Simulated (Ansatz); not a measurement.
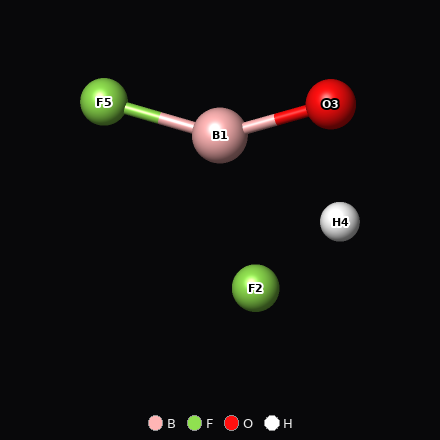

The system is the reacting system BF2HO (fragments BF₂HO where the first distance is long, BFO + FH where the second is long); the picture shows the reference structure. The first coordinate is: distance F2–H4 (bond that forms); the second: distance B1–F2 (bond that breaks). Relaxed at each point: all other coordinates. The grid has 12 × 12 points. Points are written as (first, second). Energies: eV, counted from the lowest grid point. The reference is spin-restricted, so regions where a bond is pulled apart into radicals lie too high. Level of theory: RKS r2SCAN-D4/def2-SVP in Ansatz 0.2.0.

Its coordinates:

```xyz
5

B    -0.0404    0.2556    0.4106
F     0.5532   -1.0675   -0.4416
O    -0.6711    0.7734   -0.5756
H    -0.1344   -0.2835   -1.0503
F     0.2928    0.3219    1.6569
```

Range: distance F2–H4 (bond that forms) from 0.819 to 2.319 Å; distance B1–F2 (bond that breaks) from 1.296 to 2.796 Å.

What landscape does the calculation give?

Answer. The lowest grid point is at (2.319 Å, 1.296 Å). It lies at the edge of the scanned range, so the true minimum may lie outside. Other grid points that lie below all their neighbours: (0.894 Å, 2.463 Å) (2.57 eV higher). The highest grid point, (2.319 Å, 2.796 Å), lies 5.77 eV above the lowest. On the interpolated surface the lowest path from the side where the first distance is long, about (2.32 Å, 1.34 Å), to the well on the other side, about (0.94 Å, 2.40 Å), has its top at about (1.06 Å, 1.74 Å), about 2.7 eV above the start and 0.19 eV above the end.

```tsv
second ↓, first →	0.819	0.894	0.997	1.115	1.243	1.379	1.522	1.672	1.826	1.986	2.151	2.319
2.796	3.03	2.59	2.62	3.04	3.62	4.18	4.67	5.05	5.34	5.53	5.67	5.77
2.628	3.01	2.57	2.60	3.01	3.56	4.08	4.50	4.81	5.03	5.18	5.29	5.36
2.463	3.01	2.57	2.59	2.98	3.49	3.94	4.27	4.50	4.65	4.76	4.83	4.89
2.303	3.01	2.57	2.58	2.95	3.39	3.74	3.97	4.11	4.20	4.26	4.30	4.33
2.149	3.04	2.59	2.59	2.91	3.25	3.48	3.59	3.65	3.68	3.69	3.70	3.71
1.999	3.10	2.64	2.62	2.85	3.05	3.14	3.14	3.12	3.08	3.05	3.03	3.01
1.856	3.19	2.72	2.65	2.77	2.81	2.74	2.64	2.53	2.44	2.37	2.31	2.27
1.720	3.33	2.84	2.72	2.67	2.53	2.32	2.11	1.93	1.78	1.67	1.58	1.53
1.592	3.56	3.04	2.82	2.60	2.28	1.93	1.62	1.36	1.16	1.01	0.91	0.84
1.474	3.91	3.37	3.02	2.61	2.12	1.65	1.24	0.92	0.68	0.49	0.37	0.30
1.371	4.44	3.86	3.37	2.79	2.15	1.57	1.09	0.71	0.43	0.22	0.08	0.01
1.296	5.05	4.44	3.83	3.12	2.38	1.71	1.17	0.75	0.44	0.22	0.07	0.00
```

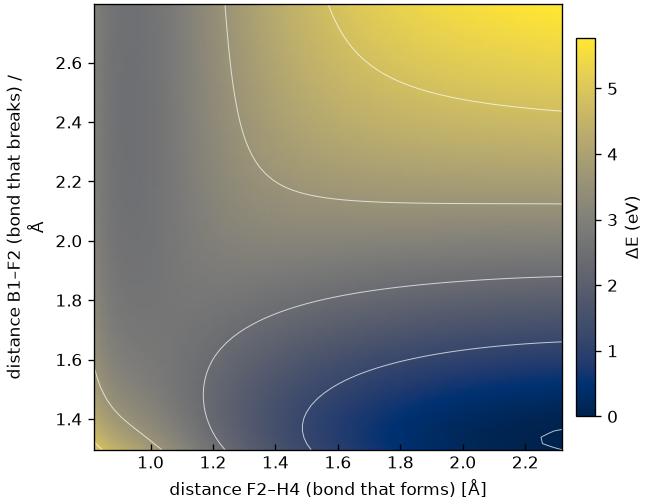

The picture shows a smooth colour map with a few white contour lines. Between grid points the surface is interpolated.

The whole map (144 points run) took 32 min on 1 thread of Arm Neoverse N1, with other jobs on the host.
